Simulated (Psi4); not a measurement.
# CCl4 (carbon tetrachloride) at 3 levels

We compute a comparison of 3 runs (B2PLYP/def2-SVP, CAM-B3LYP/def2-SVP, OMP2/def2-SVP) of CCl4 (carbon tetrachloride). The job is set up through a Python script.

The results are computed with Psi4 1.11.

2 further runs of the same task are left out: 1 that didn't finish, 1 set aside as unsound or not needed.

## Step 1: The structure to begin with

CCl4: 5 atoms, total charge 0, spin state singlet. As SMILES, `ClC(Cl)(Cl)Cl`. The Cl1–C2 distance was set to 2.644 Å, away from the relaxed value. At this shape a bond of the SMILES string is far longer than usual.

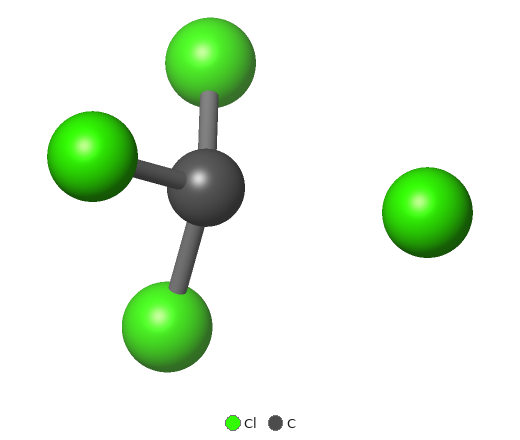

Viewed from a chosen angle; chlorine green, carbon dark grey.

## Step 2: The energy at B2PLYP/def2-SVP (density fitting for correlation) (run 1)

ccl4.xyz

```xyz
5
CCl4
Cl    -1.001996     0.220382     2.436977
C     -0.000030     0.000120    -0.000100
Cl     1.442040    -1.012680     0.047270
Cl    -1.198720    -0.733970    -1.063930
Cl     0.424690     1.599560    -0.607850
```

job.py

```python
import psi4

psi4.set_memory('2200 MB')
psi4.set_num_threads(1)
psi4.core.set_output_file('ccl4.out', False)

with open('ccl4.xyz') as f:
    atoms = ''.join(f.readlines()[2:])
mol = psi4.geometry('0 1\n' + atoms + 'symmetry c1')

psi4.set_options({
    'puream': True,
    'e_convergence': 1e-09,
    'd_convergence': 1e-08,
    'scf_type': 'pk',
    'dft_radial_points': 99,
    'dft_spherical_points': 590,
    'num_frozen_docc': 21,
})

e = psi4.energy('b2plyp/def2-SVP')
print('E =', round(e, 9))
```

Started as:

```sh
python job.py
```

ccl4.out:

```text
[...]
  Running in c1 symmetry.
[...]
  Nuclear repulsion =  397.887615695460511
[...]
  Multiplicity = 1
[...]
  Nalpha       = 37
  Nbeta        = 37
[...]
    Number of basis functions: 86
[...]
   @RKS iter   1: -1877.16433501624010   -1.71931e-01   5.49213e-03 DIIS/ADIIS
[...]
   @RKS iter  12: -1877.32182088929312   -1.81899e-12   1.58365e-09 DIIS
[...]
  @RKS Final Energy: -1877.32182088929312
   => Energetics <=
    Nuclear Repulsion Energy =            397.8876156954605108
    One-Electron Energy =               -3384.0242653657946903
    Two-Electron Energy =                1165.1763206131779498
    DFT Exchange-Correlation Energy =     -56.3614918321370837
    Empirical Dispersion Energy =           0.0000000000000000
    VV10 Nonlocal Energy =                  0.0000000000000000
    Total Energy =                      -1877.3218208892931216
[...]
 Multipole Moments:
 ------------------------------------------------------------------------------------
     Multipole            Electronic (a.u.)      Nuclear  (a.u.)        Total (a.u.)
 ------------------------------------------------------------------------------------
 L = 1.  Multiply by 2.5417464519 to convert [e a0] to [Debye]
 Dipole X            :          0.4767069            0.0241486            0.5008555
 Dipole Y            :         -0.1049641           -0.0052665           -0.1102306
 Dipole Z            :         -1.1596166           -0.0587949           -1.2184116
 Magnitude           :                                                    1.3219432
[...]
```

Standard output:

```text
E = -1877.558158734
```

Run time: 17 s. Hardware: 1 thread of Intel Xeon at 2.50GHz (Skylake/Cascade Lake), shared host; peak memory 0.79 GiB.

## Step 3: Energy and forces at CAM-B3LYP/def2-SVP (run 2)

ccl4.py

```python
import psi4

psi4.set_memory(2200000000)
psi4.set_num_threads(1)
psi4.set_output_file('ccl4.out', False)

geom = psi4.geometry("""
0 1
Cl    -1.89349802     0.41646162     4.60521910
C     -0.00005669     0.00022677    -0.00018897
Cl     2.72506066    -1.91368785     0.08932735
Cl    -2.26525250    -1.38700228    -2.01053632
Cl     0.80254779     3.02273032    -1.14867002
units bohr
symmetry c1
""")

psi4.set_options({
    'basis': 'def2-SVP',
    'puream': True,
    'e_convergence': 1e-09,
    'd_convergence': 1e-08,
    'scf_type': 'pk',
    'dft_radial_points': 99,
    'dft_spherical_points': 590,
})

energy_value = psi4.gradient('CAM-B3LYP')
print('gradient / Eh bohr^-1')
print(energy_value.np.round(6))
```

Started as:

```sh
python ccl4.py
```

ccl4.out:

```text
[...]
  Running in c1 symmetry.
[...]
  Nuclear repulsion =  397.887615950744532
[...]
  Multiplicity = 1
[...]
  Nalpha       = 37
  Nbeta        = 37
[...]
    Number of basis functions: 86
[...]
   @RKS iter   1: -1878.04619279333497   -1.62804e-01   5.61628e-03 ADIIS/DIIS
[...]
   @RKS iter  12: -1878.20513036774400   -1.13687e-12   2.28371e-09 DIIS
[...]
  @RKS Final Energy: -1878.20513036774400
   => Energetics <=
    Nuclear Repulsion Energy =            397.8876159507445323
    One-Electron Energy =               -3384.3703154438271667
    Two-Electron Energy =                1198.7219153956807531
    DFT Exchange-Correlation Energy =     -90.4443462703420522
    Empirical Dispersion Energy =           0.0000000000000000
    VV10 Nonlocal Energy =                  0.0000000000000000
    Total Energy =                      -1878.2051303677440046
[...]
  -Total Gradient:
     Atom            X                  Y                   Z
    ------   -----------------  -----------------  -----------------
       1       -0.020634739461     0.004529641498     0.050195204029
       2       -0.004390760897     0.000983499895     0.010609811638
       3        0.017017303263    -0.008727780067    -0.016069675723
       4       -0.001793186177    -0.006754315480    -0.023987598162
       5        0.009800662042     0.009977565309    -0.020751226307
[...]
```

On the terminal:

```text
gradient / Eh bohr^-1
[[-0.020635  0.00453   0.050195]
 [-0.004391  0.000983  0.01061 ]
 [ 0.017017 -0.008728 -0.01607 ]
 [-0.001793 -0.006754 -0.023988]
 [ 0.009801  0.009978 -0.020751]]
```

Wall time 34 s (1 thread of Intel Xeon at 2.50GHz (Skylake/Cascade Lake), shared host); peak memory 0.84 GiB.

## Step 4: A single-point energy at OMP2/def2-SVP (density fitting for correlation) (run 3)

run.py

```python
import psi4

psi4.set_memory('2200 MB')
psi4.set_num_threads(1)
psi4.set_output_file('output.dat', False)

geom = psi4.geometry("""
0 1
Cl
C 1 2.6442
Cl 2 1.762831 1 109.45535
Cl 2 1.762805 3 109.46457 1 -119.97895
Cl 2 1.762939 4 109.48671 3 120.0127
symmetry c1
""")

options = {'puream': True, 'e_convergence': 1e-09, 'd_convergence': 1e-08, 'scf_type': 'pk', 'num_frozen_docc': 21}
psi4.set_options(options)

energy_value = psi4.energy("omp2/def2-SVP")
print(f'omp2/def2-SVP energy: {energy_value:.10f} Eh')
```

Started as:

```sh
python run.py
```

output.dat:

```text
[...]
  Running in c1 symmetry.
[...]
  Nuclear repulsion =  397.887640381739686
[...]
  Multiplicity = 1
[...]
  Nalpha       = 37
  Nbeta        = 37
[...]
    Number of basis functions: 86
[...]
   @RHF iter   1: -1874.86499145424409   -2.78429e-01   6.74539e-03 ADIIS/DIIS
[...]
   @RHF iter  12: -1875.09844625146297   -1.15961e-11   7.16821e-09 DIIS
[...]
  @RHF Final Energy: -1875.09844625146297
   => Energetics <=
    Nuclear Repulsion Energy =            397.8876403817396863
    One-Electron Energy =               -3382.9779615248344271
    Two-Electron Energy =                1109.9918748916315963
    Total Energy =                      -1875.0984462514629740
[...]
 Multipole Moments:
 ------------------------------------------------------------------------------------
     Multipole            Electronic (a.u.)      Nuclear  (a.u.)        Total (a.u.)
 ------------------------------------------------------------------------------------
 L = 1.  Multiply by 2.5417464519 to convert [e a0] to [Debye]
 Dipole X            :          0.0001302           -0.0000249            0.0001053
 Dipole Y            :         -0.0000344            0.0000450            0.0000106
 Dipole Z            :          1.3871318            0.0637788            1.4509106
 Magnitude           :                                                    1.4509106
[...]
	Warning: cc_lambda option is changed to TRUE
	For this residual convergence, default PCG convergence is:     1.00e-07
[...]
	DF-MP2 Total Energy (a.u.)         : -1875.79733963920989
[...]
	DF-MP2 Total Energy (a.u.)         : -1875.81037018009420
[...]
	DF-OMP2 Total Energy (a.u.)        : -1875.81037018012580
[...]
```

Standard output:

```text
omp2/def2-SVP energy: -1875.8103701801 Eh
```

It took 58 s on 1 thread of Intel Xeon at 2.50GHz (Skylake/Cascade Lake), shared host; peak memory 0.32 GiB.

## Step 5: Overview of the runs

```
run                                              level      task  fitting correlation   energy (Eh)  HOMO energy (eV)  LUMO energy (eV)  HOMO–LUMO gap (eV)  wall time
  1  B2PLYP/def2-SVP (density fitting for correlation)    energy      density fitting  -1877.558159             -9.32             -3.57                5.74       17 s
  2                                 CAM-B3LYP/def2-SVP  gradient                    –  -1878.205130             -9.37             -3.67                5.71       34 s
  3    OMP2/def2-SVP (density fitting for correlation)    energy      density fitting  -1875.810370            -10.84             -1.55                9.29       58 s
```

## Step 6: Outcome

| quantity | value |
| --- | --- |
| run 3: total energy | -1875.81037 Eh |
| run 3: HOMO energy (Hartree–Fock orbitals) | -10.84 eV |
| run 3: LUMO energy (Hartree–Fock orbitals) | -1.55 eV |
| run 3: HOMO–LUMO gap (Hartree–Fock orbitals) | 9.29 eV |
| run 3: correlation energy (21 core orbitals frozen) | -711.9 mEh |

**Reading.** Totals of different functionals can't be ranked against each other. All runs together took 1.8 min, the longest 58 s.
